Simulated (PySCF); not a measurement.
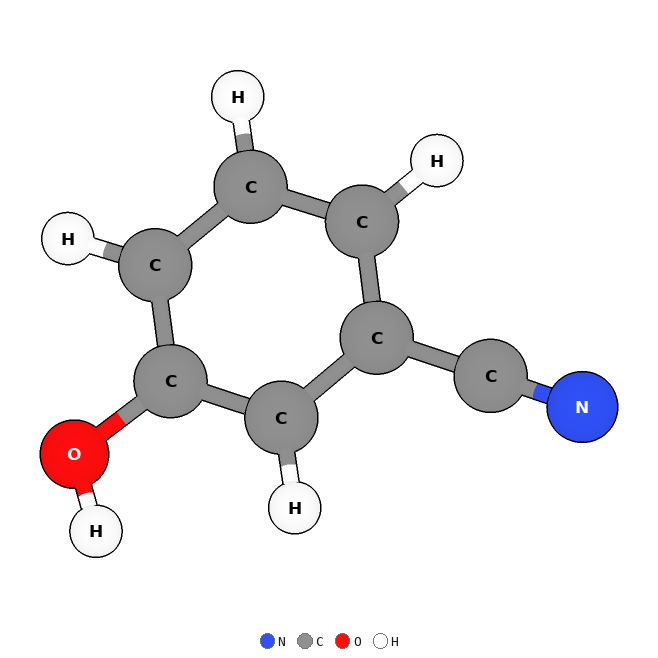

The picture shows a molecular structure as a ball-and-stick model.

What does the picture show?

It has 14 atoms: 7 carbon, 5 hydrogen, 1 nitrogen and 1 oxygen (C7H5NO). SMILES: `N#Cc1cccc(O)c1`. Independent rings (smallest set): 1 of 6 members, 1 of them aromatic. Among its groups: phenol, nitrile. This geometry has Cs symmetry. All atoms lie on one plane. Coordination: 1 C linear; 6 C trigonal planar; 1 O bent.

The parts below concern this one geometry. Atoms keep their numbers from picture to picture. The computed structure is the end point of a PBE0-D3(BJ)/def2-TZVP optimisation. No frequency run is at hand to confirm it as a minimum.

Geometry

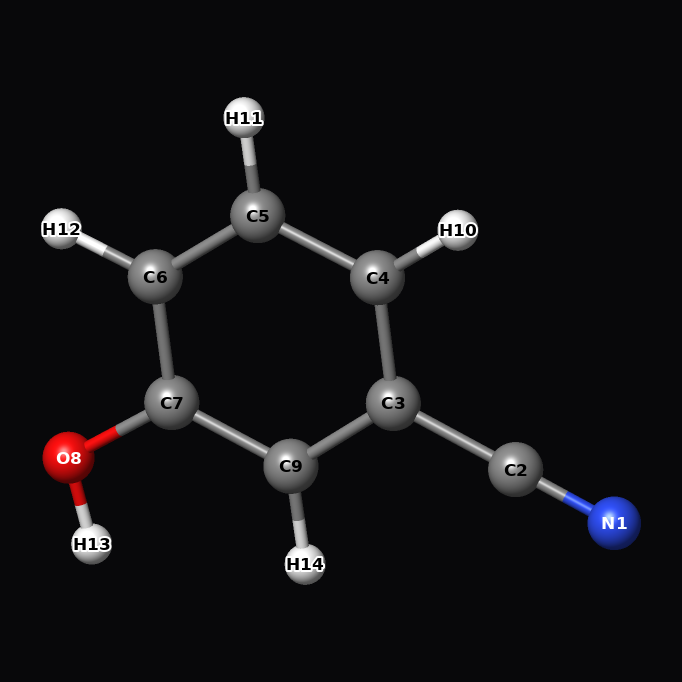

Numbered structure. No frequency run is at hand to confirm it as a minimum.

Give these bond angles: N1–C2–C3, C2–C3–C4, C3–C4–H10, C3–C9–C7, C4–C3–C9, C4–C5–C6, C4–C5–H11, C5–C4–H10, C6–C5–H11, C6–C7–C9, C7–O8–H13, C7–C9–H14.

```
    angle  degrees
 N1–C2–C3    179.8
 C2–C3–C4    119.9
C3–C4–H10    119.9
 C3–C9–C7    119.5
 C4–C3–C9    120.8
 C4–C5–C6    121.0
C4–C5–H11    119.6
C5–C4–H10    121.3
C6–C5–H11    119.4
 C6–C7–C9    119.9
C7–O8–H13    109.8
C7–C9–H14    120.8
```

Quadrupole coupling

No frequency run is at hand to confirm it as a minimum. Electric field gradients from the ground-state density, PBE0/pcSseg-2 (PySCF 2.14.0), non-relativistic apart from any core potentials.

Give the largest field-gradient component, the quadrupole coupling constant and the asymmetry for 14N at N1 (Q = 20.44 mb), 17O at O8 (Q = −25.6 mb), 2H at H10 (Q = 2.86 mb), 2H at H11 (Q = 2.86 mb), 2H at H12 (Q = 2.86 mb), 2H at H13 (Q = 2.86 mb).

```tsv
atom	V_zz (a.u.)	e²qQ/h (MHz)	η
N1	−0.982	−4.72	0.08
O8	1.693	−10.18	0.82
H10	0.295	0.199	0.08
H11	0.294	0.198	0.06
H12	0.294	0.198	0.07
H13	0.450	0.302	0.13
```

Ring current

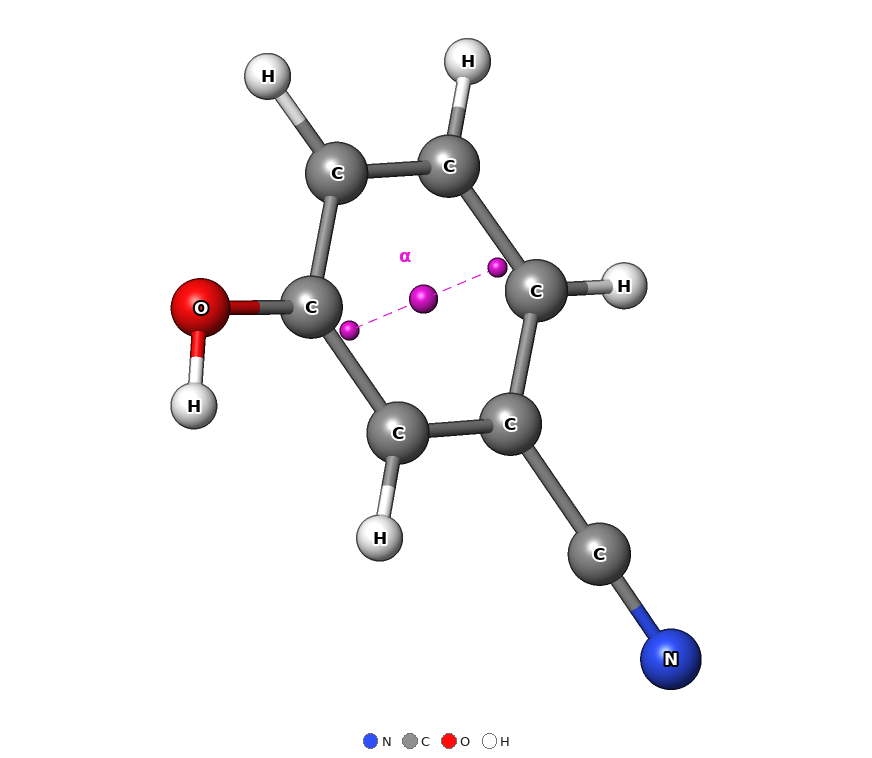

The small points mark where nucleus-independent chemical shifts (NICS) were computed: at the centre of each lettered ring and 1 Å above and below it. No frequency run is at hand to confirm it as a minimum. Level of theory: GIAO KT3/pcSseg-2 NMR shielding, non-relativistic, gas phase (PySCF 2.14.0).

Give NICS(0), NICS(1) and the out-of-plane component NICS(1)zz for each ring (means of the two sides).

```
ring  members  NICS(0)  NICS(1)  NICS(1)zz
   α       C6     −9.4     −9.1      −24.6
```

Values in ppm.

Question: What do the values say about the ring currents?

Answer: Ring α: diatropic, as in an aromatic ring. NICS is one index among several.

Levels of theory compared

No frequency run is at hand to confirm it as a minimum. Program: PySCF 2.14.0.

Tabulate HOMO energy (eV), dipole (D), HOMO–LUMO gap (eV) at these levels: B97-2/pcSseg-2; KT3/pcSseg-2; PBE0/pcSseg-2; WP04/pcSseg-2 in chloroform (IEF-PCM); ωB97X-D/pcSseg-2; ωB97X-D/pcSseg-2 in chloroform (IEF-PCM).

```csv
level,HOMO energy (eV),dipole (D),HOMO–LUMO gap (eV)
B97-2/pcSseg-2,−7.03,3.71,5.37
KT3/pcSseg-2,−6.24,3.72,3.84
PBE0/pcSseg-2,−7.28,3.71,5.64
WP04/pcSseg-2 in chloroform (IEF-PCM),−8.21,4.51,4.63
ωB97X-D/pcSseg-2,−9.00,3.66,9.07
ωB97X-D/pcSseg-2 in chloroform (IEF-PCM),−8.80,4.48,8.96
```

NMR shielding

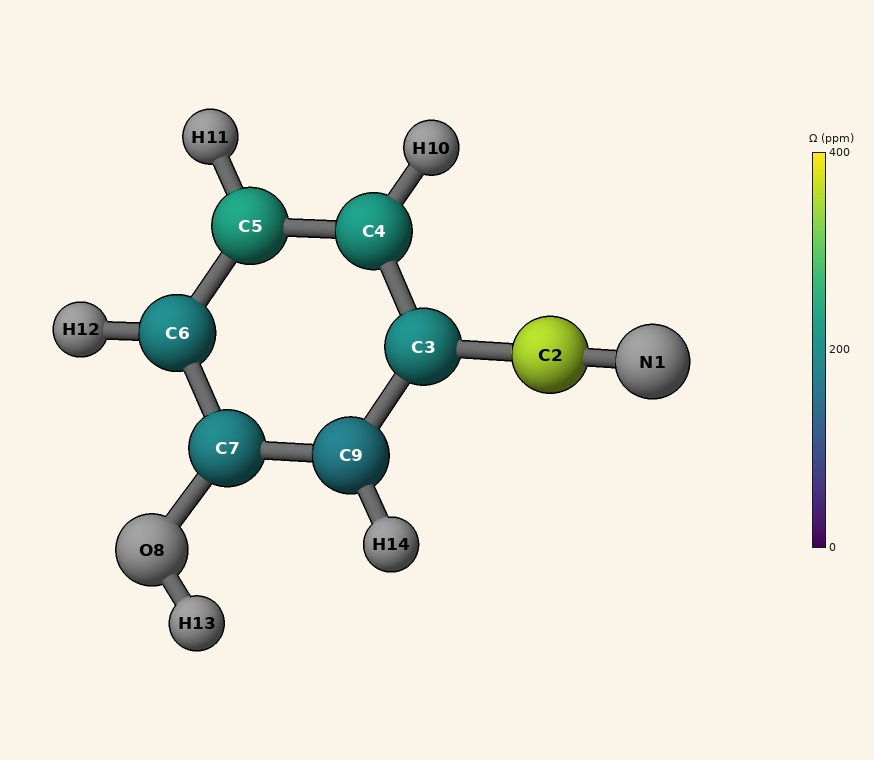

The C atoms are coloured by the span of their shielding tensor. No frequency run is at hand to confirm it as a minimum. Method: GIAO B97-2/pcSseg-2 NMR shielding, non-relativistic, gas phase (PySCF 2.14.0). Principal shieldings σ11 ≤ σ22 ≤ σ33, span Ω = σ33 − σ11, skew κ = 3(σiso − σ22)/Ω.

Question: Which C atom has the most anisotropic shielding?

Answer: C2, with a span of 353 ppm.

Give the shielding tensors of the C atoms.

```json
{"atom": "C2", "σ11": "−62.5", "σ22": "−47.5", "σ33": "290.9", "σiso": "60.3", "Ω": "353.4", "κ": "0.92"}
{"atom": "C3", "σ11": "−38.5", "σ22": "66.8", "σ33": "164.2", "σiso": "64.2", "Ω": "202.7", "κ": "−0.04"}
{"atom": "C4", "σ11": "−51.0", "σ22": "39.9", "σ33": "173.0", "σiso": "53.9", "Ω": "224.0", "κ": "0.19"}
{"atom": "C5", "σ11": "−61.6", "σ22": "30.2", "σ33": "174.4", "σiso": "47.7", "Ω": "236.0", "κ": "0.22"}
{"atom": "C6", "σ11": "−27.9", "σ22": "41.6", "σ33": "167.1", "σiso": "60.2", "Ω": "195.0", "κ": "0.29"}
{"atom": "C7", "σ11": "−68.4", "σ22": "10.3", "σ33": "119.8", "σiso": "20.6", "Ω": "188.3", "κ": "0.16"}
{"atom": "C9", "σ11": "−21.2", "σ22": "54.7", "σ33": "153.8", "σiso": "62.4", "Ω": "174.9", "κ": "0.13"}
```

Shieldings and span in ppm.
